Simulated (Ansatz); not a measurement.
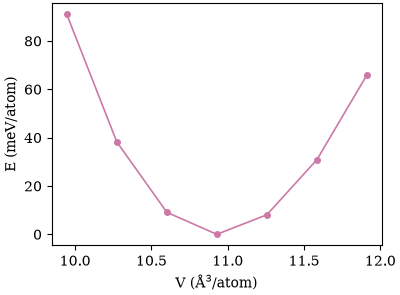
Figure: HfScTaN3 in space group P3m1 (No. 156; Pearson symbol hP6) under volume change, DFT-PBEsol in the program Ansatz with PAW potentials, shape and atoms relaxed at each volume.

Question: What does a third-order Birch–Murnaghan fit give for V₀, B₀ and B′?

Answer: V₀ = 10.93 Å³/atom, B₀ = 279 GPa, B′ = 4.3.

The start of the workflow was typed in or built on a structure type; neither database checked (COD, Materials Project) lists it. Its standing as an ambient phase is unchecked. Symmetry was held in the PBEsol relaxation; whether a distortion lowers the energy is not shown. The run is not spin-polarised. Spin–orbit coupling is left out wherever it is not named.

Potentials: the later of the program's two PAW sets.
